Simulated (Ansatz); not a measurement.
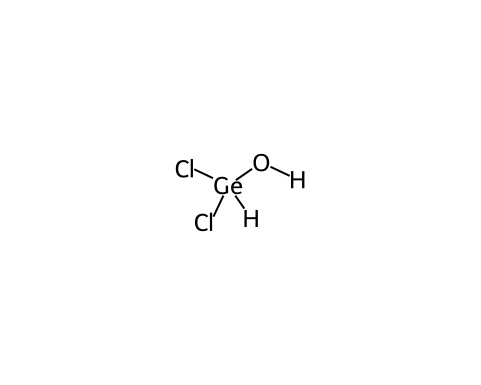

Figure made from data computed with Ansatz.

Skeletal drawing of a molecule.

Transcribe the drawing into SMILES.

[OH][GeH]([Cl])[Cl]

Give the formula, hydrogens included.

Cl2GeH2O.

An optimisation with PBE0-D4/def2-TZVP gave a structure of which point group?

Cs.
